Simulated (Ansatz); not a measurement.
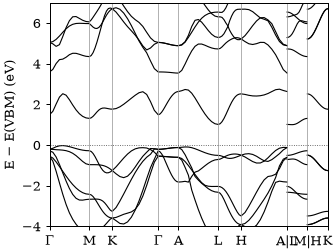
Figure: Band structure from the program Ansatz at the r²SCAN level (PAW)

The gap is 0.99 eV; an edge lies off the plotted path or next to a special point (maximum off the standard path, minimum off the standard path).

The material is SnSe2 (CdI2 type, P-3m1).

Symmetry was held in the r²SCAN relaxation. A crystal of weakly bound layers computed without a dispersion correction: the cell and the soft elastic constants depend strongly on that. Scalar-relativistic: spin–orbit coupling is off unless named, which matters more the heavier the elements.

Potentials: the later of the program's two PAW sets.
